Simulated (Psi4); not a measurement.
**A workflow on CH2F2O (SMILES OC(F)F)**

Aim: a structure relaxation (PBE-D4/6-31G), then vibrational wavenumbers, then the vertical excitations (TDA-PBE/6-31G) of CH2F2O. 

Program for the calculation: Psi4 1.11.

### Step 1. The system as given

The species is CH2F2O (6 atoms), meant as a singlet with charge 0. SMILES: `OC(F)F`. Geometry: relaxed at PBE0-D4/def2-TZVP. This is one conformer, not always the lowest. The run starts from this shape.

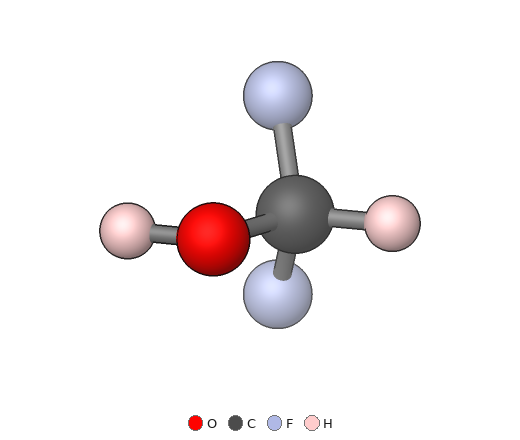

The structure, seen from a chosen angle (oxygen red, carbon dark grey, fluorine light blue, hydrogen pink).

### Step 2. A structure relaxation at PBE-D4/6-31G (density fitting) (run 1)

The input, ch2f2o.xyz:

```xyz
6
CH2F2O
O      0.095100     0.985600    -0.438500
C      0.060600    -0.137800     0.302200
F      0.876300    -1.092500    -0.208200
F     -1.179700    -0.684300     0.315100
H     -0.176600     0.772900    -1.340300
H      0.366200     0.092100     1.323500
```

The input, calc.py:

```python
import psi4

psi4.set_memory(1600000000)
psi4.set_num_threads(1)
psi4.core.set_output_file('run.log', False)

with open('ch2f2o.xyz') as f:
    atoms = ''.join(f.readlines()[2:])
molecule = psi4.geometry('0 1\n' + atoms + '')

options = {'basis': '6-31G', 'geom_maxiter': 60}
psi4.set_options(options)

energy_value = psi4.optimize('pbe-d4', molecule=molecule)
print('E =', round(energy_value, 9))
print(molecule.to_string(dtype='xyz', units='Angstrom'))
for k, v in sorted(psi4.core.scalar_variables().items()):
    print(f'{k:45s} {v:18.10f}')
```

The run is started by

```
$ python calc.py
```

run.log:

```text
[...]
  Running in c1 symmetry.
[...]
  Nuclear repulsion =  134.988354426899463
[...]
  Multiplicity = 1
[...]
  Nalpha       = 17
  Nbeta        = 17
[...]
    Number of basis functions: 40
[...]
   @DF-RKS iter   1:  -313.67007650189447    5.76108e-03   1.57385e-02 DIIS/ADIIS
[...]
   @DF-RKS iter   7:  -313.82187852463170   -5.68434e-13   3.62795e-09 DIIS
[...]
  @DF-RKS Final Energy:  -313.82187852463170
   => Energetics <=
    Nuclear Repulsion Energy =            129.8552729344516479
    One-Electron Energy =                -692.4308673058101249
    Two-Electron Energy =                 284.0811608155904651
    DFT Exchange-Correlation Energy =     -35.3251972671896226
    Empirical Dispersion Energy =          -0.0022477016741141
    VV10 Nonlocal Energy =                  0.0000000000000000
    Total Energy =                       -313.8218785246316997
[...]
  -Total Gradient:
     Atom            X                  Y                   Z
    ------   -----------------  -----------------  -----------------
       1        0.000013059095     0.000059887311     0.000005094113
       2       -0.000005874012    -0.000076495571     0.000038587875
       3        0.000002953112     0.000072482807     0.000030286643
       4        0.000038379627     0.000066014118     0.000021509573
       5       -0.000015874421    -0.000013895454    -0.000051715880
       6        0.000006199014     0.000024904834     0.000005186112
[...]
```

It took 23 s on 1 thread of AMD EPYC 7R43 (Zen 3), shared host; peak memory 0.37 GiB.

Steps, from the record of the run:

| step | energy from the first frame kept (eV) | largest force (eV/Å) |
| --- | --- | --- |
| 0 | 0.0000 | 2.8710 |
| 1 | -0.2266 | 0.7709 |
| 2 | -0.2365 | 0.2392 |
| 3 | -0.2372 | 0.0932 |
| 4 | -0.2374 | 0.0376 |
| 5 | -0.2374 | 0.0044 |

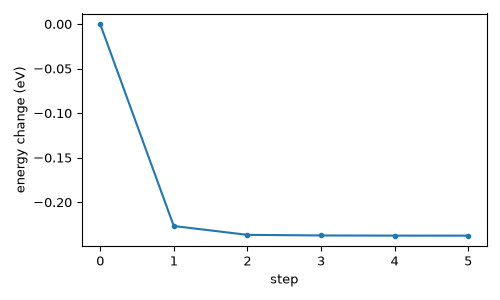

Energy along the run.

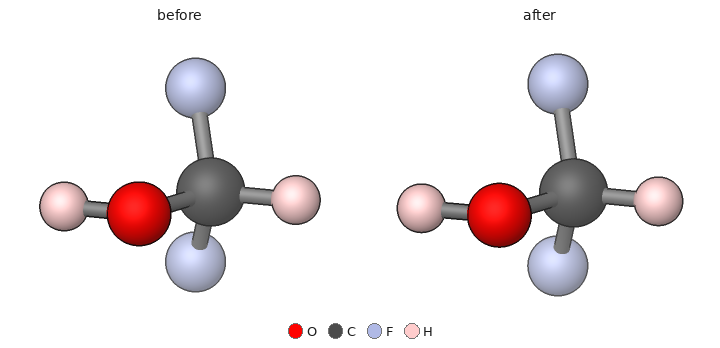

Before and after, at one scale.

After the run. Bond lengths: O1–C2 1.380 Å, C2–F3 1.423 Å, C2–F4 1.423 Å, O1–H5 0.991 Å, C2–H6 1.094 Å. Angles: O1–C2–F3 111.5°, O1–C2–F4 111.5°, F3–C2–F4 105.1°, O1–C2–H6 109.0°, F3–C2–H6 109.8°, F4–C2–H6 109.8°, C2–O1–H5 111.0°.

### Step 3. The harmonic vibrations at PBE-D4/6-31G (density fitting) (run 2)

The input, job.py:

```python
import psi4

psi4.set_memory('1600 MB')
psi4.set_num_threads(1)
psi4.set_output_file('psi4.out', False)

geom = psi4.geometry("""
O
C 1 1.380463
F 2 1.422739 1 111.48675
F 2 1.422737 1 111.48673 3 -117.15504
H 1 0.991265 2 111.02527 4 -58.57789
H 2 1.094305 1 108.99943 5 179.99967
""")

psi4.set_options(dict(basis='6-31G', t=400.0, rotational_symmetry_number=1))

result, w = psi4.frequency("pbe-d4", return_wfn=True)
print(f'pbe-d4 energy: {result:.10f} Eh')
print('wavenumbers / cm^-1:', w.frequencies().np.round(1))
for k in ('ZPVE', 'ENTHALPY', 'GIBBS FREE ENERGY'):
    print(f'{k}: {psi4.variable(k):.8f} Eh')
for k, v in sorted(psi4.core.scalar_variables().items()):
    print(f'{k:45s} {v:18.10f}')
```

The run is started by

```
$ python job.py
```

psi4.out:

```text
[...]
  Running in c1 symmetry.
[...]
  Nuclear repulsion =  129.855277738158236
[...]
  Multiplicity = 1
[...]
  Nalpha       = 17
  Nbeta        = 17
[...]
    Number of basis functions: 40
[...]
   @DF-RKS iter   1:  -313.68441392118837   -2.20558e-01   1.53904e-02 ADIIS/DIIS
[...]
   @DF-RKS iter  11:  -313.82187710175839    0.00000e+00   5.33664e-09 DIIS
[...]
  @DF-RKS Final Energy:  -313.82187710175839
   => Energetics <=
    Nuclear Repulsion Energy =            129.8650729780528366
    One-Electron Energy =                -692.4477037937599562
    Two-Electron Energy =                 284.0887037565283322
    DFT Exchange-Correlation Energy =     -35.3257023006528286
    Empirical Dispersion Energy =          -0.0022477419267159
    VV10 Nonlocal Energy =                  0.0000000000000000
    Total Energy =                       -313.8218771017583890
[...]
  -Total Gradient:
     Atom            X                  Y                   Z
    ------   -----------------  -----------------  -----------------
       1       -0.000159484280    -0.000097175362    -0.000251929477
       2        0.000078035201     0.000048197027     0.000241596424
       3        0.000028643059    -0.000006246792    -0.000051944660
       4        0.000008438409     0.000028038323    -0.000052408608
       5        0.000395123874     0.000241333276     0.000398295076
       6       -0.000249243108    -0.000152129432    -0.000368883939
[...]
  ==> Harmonic Vibrational Analysis <==
[...]
  Freq [cm^-1]                 315.7637            447.3991            510.5309
[...]
  Freq [cm^-1]                 587.6726            936.8008            992.9362
[...]
  Freq [cm^-1]                1094.5891           1299.0133           1305.1470
[...]
  Freq [cm^-1]                1371.9991           3141.4053           3501.4950
[...]
```

Standard output:

```text
Warning: used thermodynamics relations inappropriate for low-frequency modes: ['315.7637' '447.3991' '510.5309' '587.6726']
pbe-d4 energy: -313.8218785247 Eh
wavenumbers / cm^-1: [ 315.8  447.4  510.5  587.7  936.8  992.9 1094.6 1299.  1305.1 1372.
 3141.4 3501.5]
ZPVE: 0.03532242 Eh
ENTHALPY: -313.77895148 Eh
GIBBS FREE ENERGY: -313.82419690 Eh
CURRENT ENERGY                                   -313.8218785247
CURRENT REFERENCE ENERGY                         -313.8218785247
DD SOLVATION ENERGY                                 0.0000000000
DFT FUNCTIONAL TOTAL ENERGY                      -313.8196308230
DFT TOTAL ENERGY                                 -313.8218785247
DFT VV10 ENERGY                                     0.0000000000
DFT XC ENERGY                                     -35.3251975496
DISPERSION CORRECTION ENERGY                       -0.0022477016
ENTHALPY                                         -313.7789514773
ENTHALPY CORRECTION                                 0.0429270474
FINDIF NUMBER                                      31.0000000000
GIBBS FREE ENERGY                                -313.8241968998
GIBBS FREE ENERGY CORRECTION                       -0.0023183751
GRID ELECTRONS ALPHA                               16.9999953917
GRID ELECTRONS BETA                                16.9999953917
GRID ELECTRONS TOTAL                               33.9999907834
NUCLEAR REPULSION ENERGY                          129.8552777382
ONE-ELECTRON ENERGY                              -692.4308758537
PBE-D4(BJ,EEQ)ATM DISPERSION CORRECTION ENERGY      -0.0022477016
PCM POLARIZATION ENERGY                             0.0000000000
PE ENERGY                                           0.0000000000
SCF ITERATION ENERGY                             -313.8218785247
SCF ITERATIONS                                     11.0000000000
SCF TOTAL ENERGY                                 -313.8218785247
THERMAL ENERGY                                   -313.7802182015
THERMAL ENERGY CORRECTION                           0.0416603232
TWO-ELECTRON ENERGY                               284.0811648421
ZERO K ENTHALPY                                  -313.7865561006
ZPVE                                                0.0353224240
```

Run time: 1.9 min. Hardware: 1 thread of AMD EPYC 7R43 (Zen 3), shared host; peak memory 0.35 GiB.

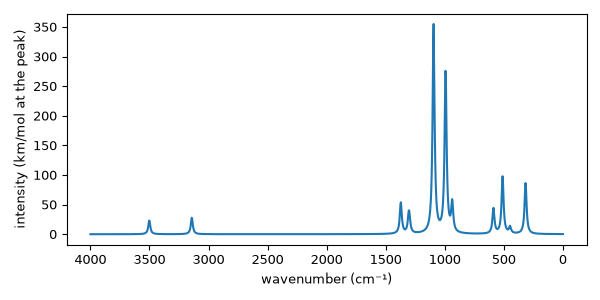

Harmonic infrared spectrum, unscaled, lines broadened by 10 cm⁻¹.

### Step 4. The vertical excitations at TDA-PBE/6-31G (density fitting, save jk yes) (run 3)

The input, input.dat:

```
memory 1.6 GB

molecule system {
  0 1
  O      0.099608     1.026877    -0.453072
  C      0.067474    -0.119705     0.315039
  F      0.919031    -1.127554    -0.217199
  F     -1.231151    -0.700677     0.330058
  H     -0.175517     0.837542    -1.386381
  H      0.376105     0.126441     1.335658
  units angstrom
  symmetry c1
}

set basis 6-31G
set save_jk true

from psi4.driver.procrouting.response.scf_response import tdscf_excitations
e_tot, wfn = energy('pbe', return_wfn=True)
states = tdscf_excitations(wfn, states=4, tda=True)
print_variables()
```

The run is started by

```
$ psi4 -n 1 input.dat output.dat
```

output.dat:

```text
[...]
  Running in c1 symmetry.
[...]
  Nuclear repulsion =  129.855277621421124
[...]
  Multiplicity = 1
[...]
  Nalpha       = 17
  Nbeta        = 17
[...]
    Number of basis functions: 40
[...]
   @DF-RKS iter   1:  -313.68216623277243   -2.20558e-01   1.53904e-02 ADIIS/DIIS
[...]
   @DF-RKS iter   8:  -313.81963082260648   -2.67409e-08   7.44870e-07 DIIS
[...]
  @DF-RKS Final Energy:  -313.81963082260648
   => Energetics <=
    Nuclear Repulsion Energy =            129.8552776214211235
    One-Electron Energy =                -692.4307635438268562
    Two-Electron Energy =                 284.0810354002229587
    DFT Exchange-Correlation Energy =     -35.3251803004237246
    Empirical Dispersion Energy =           0.0000000000000000
    VV10 Nonlocal Energy =                  0.0000000000000000
    Total Energy =                       -313.8196308226064843
[...]
 Multipole Moments:
 ------------------------------------------------------------------------------------
     Multipole            Electronic (a.u.)      Nuclear  (a.u.)        Total (a.u.)
 ------------------------------------------------------------------------------------
 L = 1.  Multiply by 2.5417464519 to convert [e a0] to [Debye]
 Dipole X            :         -0.4764751            0.4826230            0.0061479
 Dipole Y            :         -2.3195898            2.6313857            0.3117959
 Dipole Z            :         -0.0627311           -0.1563349           -0.2190660
 Magnitude           :                                                    0.3811094
[...]
                                    Excitation Energy         Total Energy        Oscillator Strength             Rotatory Strength
[...]
Excited State    1 (1 A):   0.31944 au   142.64 nm f = 0.0034
[...]
Excited State    2 (1 A):   0.34668 au   131.43 nm f = 0.0248
[...]
```

Wall time 9.3 s (1 thread of AMD EPYC 7R43 (Zen 3), shared host); peak memory 0.34 GiB.

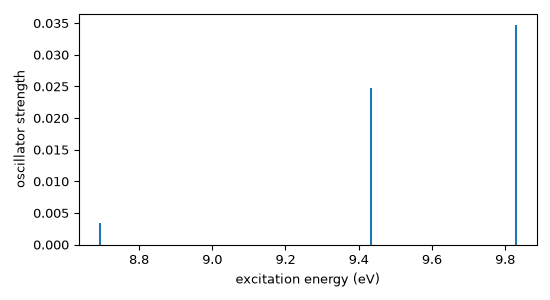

Vertical excitations as sticks.

The roots found:

| excited state | energy (eV) | strength | label |
| --- | --- | --- | --- |
| 1 | 8.692 | 0.0034 | A 1 |
| 2 | 9.434 | 0.0248 | A 1 |
| 3 | 9.547 | 0.0000 | A 1 |
| 4 | 9.829 | 0.0348 | A 1 |

### Step 5. Summary of results

| quantity | value |
| --- | --- |
| run 1, PBE-D4/6-31G: total energy at the end | -313.82188 Eh |
| run 1, PBE-D4/6-31G: dipole moment | 0.97 D |
| run 1, PBE-D4/6-31G: HOMO energy | -7.87 eV |
| run 1, PBE-D4/6-31G: LUMO energy | 0.54 eV |
| run 1, PBE-D4/6-31G: HOMO–LUMO gap | 8.42 eV |
| run 1, PBE-D4/6-31G: dispersion energy | -5.90 kJ/mol |
| run 2, PBE-D4/6-31G: lowest harmonic wavenumber | 316 cm⁻¹ |
| run 2, PBE-D4/6-31G: highest harmonic wavenumber | 3501 cm⁻¹ |
| run 2, PBE-D4/6-31G: zero-point energy | 92.7 kJ/mol |
| run 2, PBE-D4/6-31G: ideal-gas entropy at 400 K (symmetry number 1 as used) | 71.0 cal/(mol K) |
| run 3, TDA-PBE/6-31G: ground-state or mean-field energy | -313.81963 Eh |
| run 3, TDA-PBE/6-31G: dipole moment (PBE Kohn–Sham density) | 0.97 D |
| run 3, TDA-PBE/6-31G: HOMO energy (PBE Kohn–Sham orbitals) | -7.87 eV |
| run 3, TDA-PBE/6-31G: LUMO energy (PBE Kohn–Sham orbitals) | 0.54 eV |
| run 3, TDA-PBE/6-31G: HOMO–LUMO gap (PBE Kohn–Sham orbitals) | 8.42 eV |
| run 3, TDA-PBE/6-31G: lowest excitation energy | 8.69 eV |

The optimisation (run 1, PBE-D4/6-31G) took 6 steps and changed the energy by -0.237 eV. All 12 modes (run 2, PBE-D4/6-31G) are real, so the shape is a minimum at this level. The brightest of the 4 transitions from the ground state lies at 9.83 eV (126 nm, f = 0.035); the lowest, at 8.69 eV, has f = 0.003. The basis has no diffuse functions, so Rydberg states are missing or pushed up, and the true lowest state may lie lower. Roots above 7.9 eV lie over the negative of the HOMO energy, where those of Rydberg kind are poorly described; valence roots are less touched.
